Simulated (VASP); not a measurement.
# A VASP study of BaY (revPBE): structure first, properties next

Aim: relax BaY, then compute properties on the relaxed cell. The steps: relaxing cell and atoms (revPBE), second relaxation, density, ELF and potential (revPBE), band structure (revPBE), density of states (revPBE), bands along the symmetry lines (revPBE + SOC), volume scan with revPBE, fit for revPBE and bands along the symmetry lines (revPBE), changed input. The cell is invented: other elements were put on sites of a known structure type. It may not be a known or stable phase. Left out of this account: 1 further run (elastic: elastic constants of a metal on too coarse a mesh).

Method: revPBE; plane waves and PAW (Ba_sv, Y_sv), in the first sound run; inputs show where later runs differ, in VASP 6.6.1.

## (1) The structure

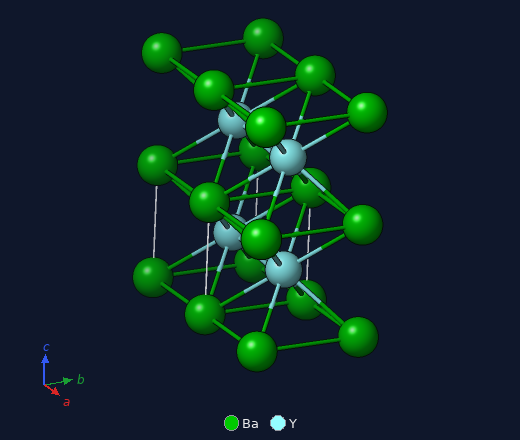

The starting structure, seen slightly off an axis (barium green, yttrium teal). 2×1×2 cells are drawn. Some periodic images of atoms are drawn too.

Coordinates:

```
Ba Y
1.0
     4.25569    0.00000    0.00000
     0.00000    4.25569    0.00000
     0.00000    0.00000    4.47542
Ba Y
1 1
Direct
  0.00000 0.00000 0.00000
  0.50000 0.50000 0.50000
```

## (2) Relaxing cell and atoms (revPBE)

The start need not lie at this functional's minimum. ISIF = 3 frees volume, shape and positions, and EDIFFG sets the threshold on forces and stress at which the search stops. revPBE by itself binds more weakly than PBE and expands cells; dispersion terms fitted to it are the larger for that.

INCAR

```
SYSTEM = BaY
PREC = Accurate
ENCUT = 400
EDIFF = 1E-06
NELM = 100
ISMEAR = 1
SIGMA = 0.2
LREAL = .FALSE.
ALGO = Normal
GGA = RE
LORBIT = 11
LWAVE = .FALSE.
LCHARG = .FALSE.
IBRION = 2
NSW = 60
ISIF = 3
EDIFFG = -0.01
```

POSCAR

```
BaY
1.0
    4.2556898000      0.0000000000      0.0000000000
    0.0000000000      4.2556898000      0.0000000000
    0.0000000000      0.0000000000      4.4754226500
Ba Y
1 1
Direct
    0.0000000000      0.0000000000      0.0000000000
    0.5000000000      0.5000000000      0.5000000000
```

KPOINTS

```
Automatic mesh
0
Gamma
5 5 5
0 0 0
```

Potentials, in the order of the species: Ba_sv and Y_sv (PBE family, release 64).

Launch:

```
mpirun -np 1 vasp_std
```

Output:

```text
[banner, memory and clock lines left out]
running    1 mpi-ranks, on    1 nodes
 distrk:  each k-point on    1 cores,    1 groups
 distr:  one band on    1 cores,    1 groups

 POSCAR found type information on POSCAR BaY
 POSCAR found :  2 types and       2 ions
|                                                                             |
|               ----> ADVICE to this user running VASP <----                  |
|                                                                             |
|     You enforced a specific xc type in the INCAR file but a different       |
|     [... a line on the potential file left out ...]
|     I HOPE YOU KNOW WHAT YOU ARE DOING!                                     |
|                                                                             |

 LDA part: xc-table for (Slater+PW92), standard interpolation
 POSCAR, INCAR and KPOINTS ok, starting setup
 FFT: planning ... GRIDC
 FFT: planning ... GRID_SOFT
 FFT: planning ... GRID
 WAVECAR not read
 entering main loop
       N       E                     dE             d eps       ncg     rms          rms(c)
DAV:   1     0.977286833361E+02    0.97729E+02   -0.86808E+03   504   0.107E+03
DAV:   2    -0.145198356425E+01   -0.99181E+02   -0.98204E+02   704   0.237E+02
DAV:   3    -0.774413154935E+01   -0.62921E+01   -0.61425E+01   842   0.463E+01
DAV:   4    -0.790442292536E+01   -0.16029E+00   -0.16025E+00   668   0.698E+00
DAV:   5    -0.790885122123E+01   -0.44283E-02   -0.44280E-02   722   0.857E-01    0.168E+01
DAV:   6    -0.714831402651E+01    0.76054E+00   -0.20807E+00   594   0.574E+00    0.120E+01
DAV:   7    -0.713826208270E+01    0.10052E-01   -0.14748E+00   684   0.458E+00    0.257E+00
DAV:   8    -0.711740937310E+01    0.20853E-01   -0.50092E-01   612   0.302E+00    0.178E+00
DAV:   9    -0.711271880969E+01    0.46906E-02   -0.89181E-02   606   0.142E+00    0.115E+00
DAV:  10    -0.711131212614E+01    0.14067E-02   -0.69119E-03   600   0.458E-01    0.186E-01
DAV:  11    -0.711141147080E+01   -0.99345E-04   -0.13462E-03   670   0.186E-01    0.483E-02
DAV:  12    -0.711139664016E+01    0.14831E-04   -0.65991E-05   626   0.465E-02    0.257E-02
DAV:  13    -0.711139392247E+01    0.27177E-05   -0.93454E-06   676   0.185E-02    0.117E-02
DAV:  14    -0.711139252867E+01    0.13938E-05   -0.29010E-06   516   0.933E-03    0.466E-03
DAV:  15    -0.711139205490E+01    0.47377E-06   -0.51020E-07   264   0.549E-03
   1 F= -.71113921E+01 E0= -.71130514E+01  d E =-.711139E+01
 curvature:   0.00 expect dE= 0.000E+00 dE for cont linesearch  0.000E+00
 trial: gam= 0.00000 g(F)=  0.000E+00 g(S)=  0.106E+00 ort = 0.000E+00 (trialstep = 0.100E+01)
 search vector abs. value=  0.106E+00
 bond charge predicted
       N       E                     dE             d eps       ncg     rms          rms(c)
DAV:   1    -0.824088212611E+01   -0.11295E+01   -0.25299E+01   672   0.375E+01    0.639E+00
DAV:   2    -0.734322319508E+01    0.89766E+00   -0.33823E+00   630   0.121E+01    0.336E+00
DAV:   3    -0.712152954457E+01    0.22169E+00   -0.23921E+00   780   0.828E+00    0.224E+00
DAV:   4    -0.713603836643E+01   -0.14509E-01   -0.12789E-01   626   0.196E+00    0.141E+00
DAV:   5    -0.717365250881E+01   -0.37614E-01   -0.90699E-02   618   0.181E+00    0.237E-01
DAV:   6    -0.717304318745E+01    0.60932E-03   -0.77560E-03   730   0.384E-01    0.220E-01
DAV:   7    -0.717465498136E+01   -0.16118E-02   -0.20926E-03   702   0.262E-01    0.644E-02
DAV:   8    -0.717471149415E+01   -0.56513E-04   -0.92777E-04   852   0.172E-01    0.665E-02
DAV:   9    -0.717479112694E+01   -0.79633E-04   -0.15296E-04   504   0.996E-02    0.220E-02
DAV:  10    -0.717479129278E+01   -0.16584E-06   -0.22700E-05   624   0.221E-02    0.107E-02
DAV:  11    -0.717479091348E+01    0.37930E-06   -0.78651E-07   396   0.528E-03
   2 F= -.71747909E+01 E0= -.71743988E+01  d E =-.633989E-01
[...]
3 F= -.71784365E+01 E0= -.71774890E+01  d E =-.670444E-01
[...]
4 F= -.71784569E+01 E0= -.71775516E+01  d E =-.670649E-01
[...]
5 F= -.71792048E+01 E0= -.71784451E+01  d E =-.747856E-03
[...]
6 F= -.71808839E+01 E0= -.71804440E+01  d E =-.242695E-02
[...]
7 F= -.71811124E+01 E0= -.71807859E+01  d E =-.265544E-02
 curvature:  -3.47 expect dE=-0.665E-03 dE for cont linesearch -0.550E-03
 ZBRENT: bracketing found
 ZBRENT: interpolating
 opt :   7.6104  next Energy=    -7.181631 (dE=-0.317E-02)
 bond charge predicted
       N       E                     dE             d eps       ncg     rms          rms(c)
DAV:   1    -0.719453189270E+01   -0.13419E-01   -0.10274E+00   504   0.777E+00    0.727E-01
DAV:   2    -0.718549694046E+01    0.90350E-02   -0.22895E-02   558   0.960E-01    0.336E-01
DAV:   3    -0.718161851793E+01    0.38784E-02   -0.86497E-03   624   0.674E-01    0.121E-01
DAV:   4    -0.718159395623E+01    0.24562E-04   -0.43376E-04   688   0.116E-01    0.450E-02
DAV:   5    -0.718159720490E+01   -0.32487E-05   -0.40256E-05   672   0.391E-02    0.108E-02
DAV:   6    -0.718159707681E+01    0.12809E-06   -0.31348E-06   402   0.127E-02
   8 F= -.71815971E+01 E0= -.71813032E+01  d E =-.314016E-02
 curvature:  -3.27 expect dE=-0.170E-04 dE for cont linesearch -0.719E-05
 trial: gam=-0.04430 g(F)=  0.756E-62 g(S)=  0.521E-05 ort = 0.405E-04 (trialstep = 0.237E+01)
 search vector abs. value=  0.309E-05
 reached required accuracy - stopping structural energy minimisation
```

Wall time 42 s (1 MPI rank of AMD EPYC 9R14 (Zen 4), shared host); peak memory 0.15 GiB.

The logs omit lines about the potential files and the build; timing stands in the text.

OUTCAR, selected parts (step 2):

```text
ion  position               nearest neighbor table
   1  0.000  0.000  0.000-   2 3.75   2 3.75   2 3.75   2 3.75   2 3.75   2 3.75   2 3.75   2 3.75

  LATTYP: Found a simple tetragonal cell.
 ALAT       =     4.2556898000
 C/A-ratio  =     1.0516327224

 Subroutine GETGRP returns: Found 16 space group operations
 (whereof 16 operations were pure point group operations)

The static configuration has the point symmetry D_4h.

 Found     18 irreducible k-points:

   k-points           NKPTS =     18   k-points in BZ     NKDIM =     18   number of bands    NBANDS=     14

   dimension x,y,z NGX =    28 NGY =   28 NGZ =   30
   dimension x,y,z NGXF=    56 NGYF=   56 NGZF=   60

   ENCUT  =  400.0 eV  29.40 Ry    5.42 a.u.   6.94  6.94  7.30*2*pi/ulx,y,z

   NELECT =      21.0000    total number of electrons

 k-points in reciprocal lattice and weights: Automatic mesh
   0.00000000  0.00000000  0.00000000       0.008
   0.20000000  0.00000000  0.00000000       0.032
   0.40000000  0.00000000  0.00000000       0.032
   0.20000000  0.20000000  0.00000000       0.032
   0.40000000  0.20000000  0.00000000       0.064
   0.40000000  0.40000000  0.00000000       0.032
   0.00000000  0.00000000  0.20000000       0.016
   0.20000000  0.00000000  0.20000000       0.064
   0.40000000  0.00000000  0.20000000       0.064
[...]
0.40000000  0.20000000  0.40000000       0.128
   0.40000000  0.40000000  0.40000000       0.064

 average (electrostatic) potential at core
       1 -37.9020       2 -39.6937

 E-fermi :   2.3613

 k-point     1 :       0.0000    0.0000    0.0000
  band No.  band energies     occupation
    ...
      7     -10.8226      2.00000
      8     -10.8226      2.00000
      9      -1.2376      2.00000
     10       1.3894      2.00000
     11       1.3922      2.00000
     12       3.8756     -0.00000
     13       3.8756     -0.00000
     14       3.8839     -0.00000

 k-point     2 :       0.2000    0.0000    0.0000
  band No.  band energies     occupation
    ...
      7     -10.8192      2.00000
      8     -10.8173      2.00000
      9      -0.7836      2.00000
     10       1.6313      2.00000
     11       1.6395      2.00000
     12       3.7952     -0.00000
     13       3.8030     -0.00000
     14       4.0307     -0.00000

 k-point     3 :       0.4000    0.0000    0.0000
  band No.  band energies     occupation
    ...
      7     -10.8106      2.00000
      8     -10.8086      2.00000
      9       0.3578      2.00000
     10       1.5374      2.00000
     11       2.2829      1.61057
     12       3.7629     -0.00000
     13       3.7650     -0.00000
     14       3.7691     -0.00000

  Total        0.0103141      0.0103141     -0.0018487      0.0000000      0.0000000      0.0000000
  in kB        0.1826983      0.1826983     -0.0327469      0.0000000      0.0000000      0.0000000
  external PRESSURE =       0.1108832 kB  Pullay stress =       0.0000000 kB

  energy-cutoff  :      400.00
  volume of cell :       90.45
      direct lattice vectors                 reciprocal lattice vectors
     4.486777373  0.000000000 -0.000000000     0.222877116  0.000000000 -0.000000000
     0.000000000  4.486777373  0.000000000    -0.000000000  0.222877116 -0.000000000
     0.000000000  0.000000000  4.493035203     0.000000000 -0.000000000  0.222566696

 POSITION                                       TOTAL-FORCE (eV/Angst)
 -----------------------------------------------------------------------------------
      0.00000      0.00000      0.00000        -0.000000     -0.000000      0.000000
      2.24339      2.24339      2.24652         0.000000      0.000000      0.000000
 -----------------------------------------------------------------------------------
    total drift:                                0.000000      0.000000      0.000000

  FREE ENERGIE OF THE ION-ELECTRON SYSTEM (eV)
  ---------------------------------------------------
  free  energy   TOTEN  =        -7.1815970768 eV

  energy  without entropy=       -7.1807153869  energy(sigma->0) =       -7.18130318

 reached required accuracy - stopping structural energy minimisation

 total charge
# of ion       s       p       d       f       tot
--------------------------------------------------
    1        2.067   5.538   0.386   0.000   7.990
    2        2.286   6.124   0.757   0.002   9.170
--------------------------------------------------
tot          4.353  11.661   1.143   0.002  17.160

[... 3 further parts left out ...]
```

CONTCAR:

```
BaY
   1.00000000000000
     4.4867773730188443    0.0000000000000000   -0.0000000000000000
     0.0000000000000000    4.4867773730188443    0.0000000000000000
     0.0000000000000000    0.0000000000000000    4.4930352027420808
  Ba              Y
     1     1
Direct
     0.0000000000000000    0.0000000000000000    0.0000000000000000
     0.5000000000000000    0.5000000000000000    0.5000000000000000
```

This run has no spin polarisation. Its electron count is odd, so without a moment it is a metal by construction. The k-mesh is coarse for a metal. Harder data sets than Ba_sv exist (the GW ones), and pressures, volumes and forces can shift noticeably with them. The PAW data sets were made with PBE, which is usual practice but a small mismatch for other functionals. After so large a change of volume the plane waves of the start cell no longer fit, so the final stress carries a basis-set error. The run keeps the 16 symmetry operations of its start, so it cannot find a distortion of lower symmetry.

Relaxation path:

| step | energy less that of the first step (eV) | largest force (eV/Å) | pressure (GPa) | volume (Å³) |
| --- | --- | --- | --- | --- |
| 1 | 0.0000 | 0.0000 | 2.37 | 81.05 |
| 2 | -0.0634 | 0.0000 | 0.48 | 88.30 |
| 3 | -0.0670 | 0.0000 | -0.06 | 90.87 |
| 4 | -0.0671 | 0.0000 | -0.01 | 90.67 |
| 5 | -0.0678 | 0.0000 | -0.01 | 90.65 |
| 6 | -0.0695 | 0.0000 | 0.00 | 90.56 |
| 7 | -0.0697 | 0.0000 | 0.04 | 90.34 |
| 8 | -0.0702 | 0.0000 | 0.01 | 90.45 |

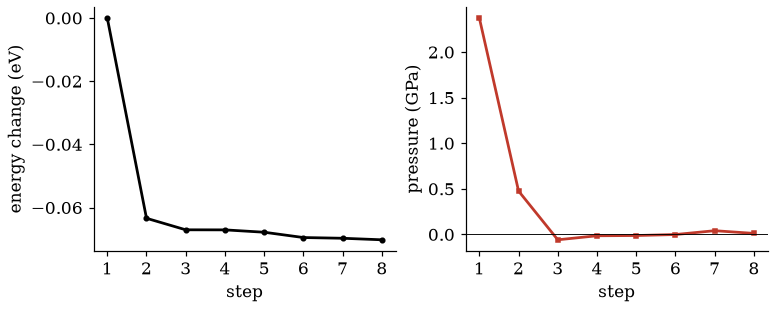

Energy and pressure along the relaxation.

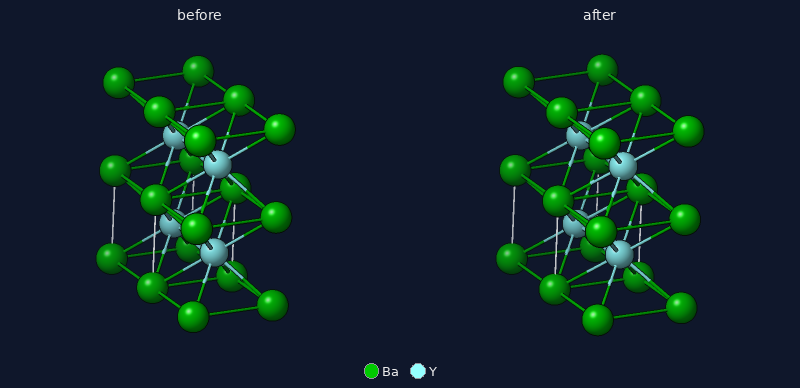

The structure before and after the relaxation, drawn at the same scale.

| conventional cell, symmetrised | before | after | change |
| --- | --- | --- | --- |
| a (Å) | 4.256 | 4.489 | +5.5 % |
| b (Å) | 4.256 | 4.489 | +5.5 % |
| c (Å) | 4.475 | 4.489 | +0.3 % |
| volume (Å³/atom) | 40.53 | 45.23 | +11.6 % |

The relaxed structure:

```xyz
2
Lattice="4.4868 0.0000 0.0000 0.0000 4.4868 0.0000 0.0000 0.0000 4.4930" Properties=species:S:1:pos:R:3 pbc="T T T"
Ba    0.0000    0.0000    0.0000
Y     2.2434    2.2434    2.2465
```

Numbers from this step:

| Property | Result |
| --- | --- |
| electrons | 21 |
| bands | 14 |
| irreducible k points | 18 |
| symmetry operations | 16 |
| free energy (TOTEN) | -7.182 eV |
| energy at zero smearing | -7.181 eV |
| Fermi energy | 2.361 eV |
| pressure | 0.01109 GPa |
| metallic | yes |
| SCF cycles over all ionic steps | 71 |

It ends with forces that vanish by symmetry and a pressure of 0.01 GPa.

## (3) Second relaxation

The basis stayed that of the start cell while the cell moved. A rerun from the cell reached resets it; the error of the finite cutoff stays.

INCAR is that of step 2.

POSCAR

```
BaY
1.0
    4.4888633200      0.0000000000      0.0000000000
    0.0000000000      4.4888633200      0.0000000000
    0.0000000000      0.0000000000      4.4888633200
Ba Y
1 1
Direct
    0.0000000000      0.0000000000      0.0000000000
    0.5000000000      0.5000000000      0.5000000000
```

KPOINTS is that of step 2.

The relaxed cell was symmetrised before this step.

Launch:

```
mpirun -np 1 vasp_std
```

Output:

```text
[banner, memory and clock lines left out]
running    1 mpi-ranks, on    1 nodes
 distrk:  each k-point on    1 cores,    1 groups
 distr:  one band on    1 cores,    1 groups

 POSCAR found type information on POSCAR BaY
 POSCAR found :  2 types and       2 ions
 [... a notice as in an earlier step ...]

 LDA part: xc-table for (Slater+PW92), standard interpolation
 POSCAR, INCAR and KPOINTS ok, starting setup
 FFT: planning ... GRIDC
 FFT: planning ... GRID_SOFT
 FFT: planning ... GRID
 WAVECAR not read
 entering main loop
       N       E                     dE             d eps       ncg     rms          rms(c)
DAV:   1     0.103594806789E+03    0.10359E+03   -0.83889E+03   280   0.106E+03
DAV:   2    -0.107586285536E+01   -0.10467E+03   -0.10366E+03   416   0.236E+02
DAV:   3    -0.783959699743E+01   -0.67637E+01   -0.66289E+01   420   0.486E+01
DAV:   4    -0.804228203870E+01   -0.20269E+00   -0.20264E+00   404   0.722E+00
DAV:   5    -0.804549828234E+01   -0.32162E-02   -0.32162E-02   378   0.827E-01    0.156E+01
DAV:   6    -0.722216501912E+01    0.82333E+00   -0.22449E+00   334   0.564E+00    0.114E+01
DAV:   7    -0.721104074167E+01    0.11124E-01   -0.16215E+00   380   0.444E+00    0.267E+00
DAV:   8    -0.719332263012E+01    0.17718E-01   -0.62035E-01   340   0.312E+00    0.208E+00
DAV:   9    -0.718467738127E+01    0.86452E-02   -0.14612E-01   334   0.170E+00    0.129E+00
DAV:  10    -0.718259917663E+01    0.20782E-02   -0.11708E-02   346   0.544E-01    0.181E-01
DAV:  11    -0.718270989480E+01   -0.11072E-03   -0.17093E-03   398   0.203E-01    0.572E-02
DAV:  12    -0.718267970878E+01    0.30186E-04   -0.11374E-04   346   0.519E-02    0.328E-02
DAV:  13    -0.718267180989E+01    0.78989E-05   -0.39130E-05   428   0.310E-02    0.109E-02
DAV:  14    -0.718267093355E+01    0.87634E-06   -0.15112E-06   230   0.684E-03
   1 F= -.71826709E+01 E0= -.71823789E+01  d E =-.718267E+01
 curvature:   0.00 expect dE= 0.000E+00 dE for cont linesearch  0.000E+00
 trial: gam= 0.00000 g(F)=  0.000E+00 g(S)=  0.222E-05 ort = 0.000E+00 (trialstep = 0.100E+01)
 search vector abs. value=  0.222E-05
 reached required accuracy - stopping structural energy minimisation
```

Elapsed: 6.6 s, on 1 MPI rank; peak memory 0.14 GiB.

From OUTCAR (step 3):

```text
  LATTYP: Found a simple cubic cell.
 ALAT       =     4.4888633200

 Subroutine GETGRP returns: Found 48 space group operations
 (whereof 48 operations were pure point group operations)

The static configuration has the point symmetry O_h .

 Found     10 irreducible k-points:

   k-points           NKPTS =     10   k-points in BZ     NKDIM =     10   number of bands    NBANDS=     14

   dimension x,y,z NGX =    30 NGY =   30 NGZ =   30
   dimension x,y,z NGXF=    60 NGYF=   60 NGZF=   60

   ENCUT  =  400.0 eV  29.40 Ry    5.42 a.u.   7.32  7.32  7.32*2*pi/ulx,y,z

   NELECT =      21.0000    total number of electrons

 E-fermi :   2.3613

 k-point     1 :       0.0000    0.0000    0.0000
  band No.  band energies     occupation
    ...
      7     -10.8234      2.00000
      8     -10.8234      2.00000
      9      -1.2373      2.00000
     10       1.3907      2.00000
     11       1.3907      2.00000
     12       3.8783     -0.00000
     13       3.8783     -0.00000
     14       3.8783     -0.00000

 k-point     2 :       0.2000    0.0000    0.0000
  band No.  band energies     occupation
    ...
      7     -10.8181      2.00000
      8     -10.8181      2.00000
      9      -0.7836      2.00000
     10       1.6318      2.00000
     11       1.6381      2.00000
     12       3.7987     -0.00000
     13       3.7987     -0.00000
     14       4.0331     -0.00000

  Total        0.0055367      0.0055367      0.0055367      0.0000000     -0.0000000      0.0000000
  in kB        0.0980736      0.0980736      0.0980736      0.0000000     -0.0000000      0.0000000
  external PRESSURE =       0.0980736 kB  Pullay stress =       0.0000000 kB

  energy-cutoff  :      400.00
  volume of cell :       90.45
      direct lattice vectors                 reciprocal lattice vectors
     4.488863320  0.000000000  0.000000000     0.222773546  0.000000000  0.000000000
     0.000000000  4.488863320  0.000000000     0.000000000  0.222773546  0.000000000
     0.000000000  0.000000000  4.488863320     0.000000000  0.000000000  0.222773546

 POSITION                                       TOTAL-FORCE (eV/Angst)
 -----------------------------------------------------------------------------------
      0.00000      0.00000      0.00000         0.000000      0.000000      0.000000
      2.24443      2.24443      2.24443         0.000000      0.000000      0.000000
 -----------------------------------------------------------------------------------
    total drift:                                0.000000      0.000000      0.000000

  FREE ENERGIE OF THE ION-ELECTRON SYSTEM (eV)
  ---------------------------------------------------
  free  energy   TOTEN  =        -7.1826709336 eV

  energy  without entropy=       -7.1817949154  energy(sigma->0) =       -7.18237893

 total charge
# of ion       s       p       d       f       tot
--------------------------------------------------
    1        2.067   5.538   0.386   0.000   7.990
    2        2.286   6.124   0.757   0.002   9.170
--------------------------------------------------
tot          4.353  11.662   1.143   0.002  17.160

[... 1 part as in an earlier step ...]

[... 7 further parts left out ...]
```

CONTCAR:

```
BaY
   1.00000000000000
     4.4888633200000001    0.0000000000000000    0.0000000000000000
     0.0000000000000000    4.4888633200000001    0.0000000000000000
     0.0000000000000000    0.0000000000000000    4.4888633200000001
  Ba              Y
     1     1
Direct
     0.0000000000000000    0.0000000000000000    0.0000000000000000
     0.5000000000000000    0.5000000000000000    0.5000000000000000
```

The run keeps the 48 symmetry operations of its start, so it cannot find a distortion of lower symmetry.

Little changed from the start: no atom moved by 0.005 Å and no cell edge by 0.1 %.

This step gave:

* irreducible k points: 10
* symmetry operations: 48
* free energy (TOTEN): -7.183 eV
* energy at zero smearing: -7.182 eV
* pressure: 0.009807 GPa
* SCF cycles over all ionic steps: 14

It ends with forces that vanish by symmetry and a pressure of 0.01 GPa. The volume moved by under 0.01 %: the run met its threshold at the first step.

(Part 1 of 4 ends here.)

[Lines on the potential files, build, host, timing and source positions are cut from VASP's logs without a mark.]

[Logs are printed without paths, hosts, clocks, repeated set-up lines and the standing remarks that a program may print on its own settings, such as how far it seeks lower states.]

[Hosts, paths, dates, database ids (printed as entryN), source tags and the programs' standing remarks are cut or masked in the printed files.]

[A measured line is paired with the nearest computed mode of its activity, which favours agreement.]

[In band tables of VASP the shares of atoms and orbitals are scaled to a sum of 1 inside the atoms' spheres.]
